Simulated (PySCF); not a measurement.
Vertical excitations of a molecule C₄H₅FSi from PySCF with TDA-M06-2X/def2-SVPD, as energy in eV (oscillator strength): 5.20 (0.000), 5.82 (0.299), 6.11 (0.002), 6.40 (0.001), 7.00 (0.003), 7.34 (0.141), 7.39 (0.001), 7.89 (0.052), 7.93 (0.246), 8.04 (0.022). Lowest triplet (TDA): 3.65 eV. The structure is a stationary point at ωB97X-D3(BJ)/def2-SVP. The values are those of a single conformer.

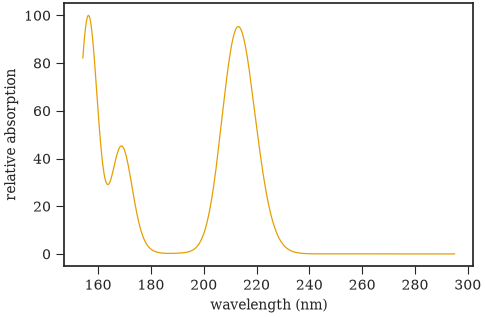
*The lines broadened by 0.4 eV.*

Question: Pick the molecule that these values belong to.
A. F[SiH]1C=CC=C1
B. C#C/C=C\[SiH2]F
C. C=CC#C[SiH2]F
D. C#C/C=C(/F)[SiH3]

Answer: B, C#C/C=C\[SiH2]F
